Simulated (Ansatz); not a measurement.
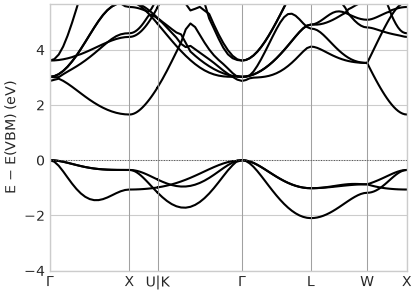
Figure: Band structure from PBE (plane waves, PAW; program Ansatz)

Problem. Read off the gap and where the band edges lie.

Solution. About 1.7 eV (1.66 eV by a search for the band edges); maximum at Γ, minimum at X.

The material is BaTe (rock salt, Fm-3m).

The PBE relaxation kept the symmetry of its start; of distortions, only those at the zone centre were tested. Spin–orbit coupling is left out wherever it is not named.

Potentials: the later of the program's two PAW sets.
